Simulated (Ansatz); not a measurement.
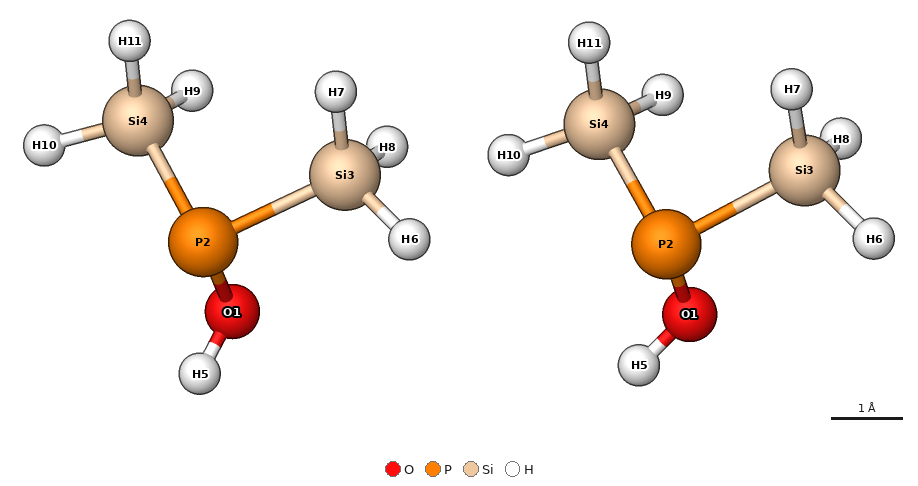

Two geometries of Si2PH7O, drawn at one scale. One is the start of a relaxation, the other its converged end. The picture is a ball-and-stick view, seen at a tilt.

All numbers below come from RKS r2SCANh/STO-3G (Ansatz 0.2.0). (no spin polarisation; force threshold 0.015 eV/Å; at most 40 steps)

Question: Which of the two is the end point?

Answer: The left one is the relaxed one. The run prepares an end point of a later path (torsion) calculation, from a guessed geometry. The energy falls by 119.7 kJ/mol in 8 accepted moves (10 points after the start). Largest force component: 6.9 eV/Å at the start, 0.0061 eV/Å at the end. The line search rejected the trial steps at points 3, 9 of the run. H5 moves most after the best rigid fit: 0.35 Å. Largest moves by element: H 0.35 Å, O 0.23 Å, Si 0.08 Å, P 0.07 Å. Some distances before and after: O1–P2 1.559 → 1.766 Å, Si4–H9 1.564 → 1.445 Å, Si3–H7 1.517 → 1.443 Å, Si3–H6 1.514 → 1.443 Å. Among the angles between lasting bonds that change: P2–O1–H5 114.0° → 100.5°, O1–P2–Si4 103.9° → 97.5°, P2–Si4–H9 108.6° → 113.4°. Groups turn about O1–P2 by about 30°. Cost: 49 s on 1 thread of AMD EPYC 7R43 64-Core Processor (Zen 3) (shared host), peak memory 0.16 GiB.

Limits of the set-up: STO-3G is a minimal basis, so the numbers are rough.
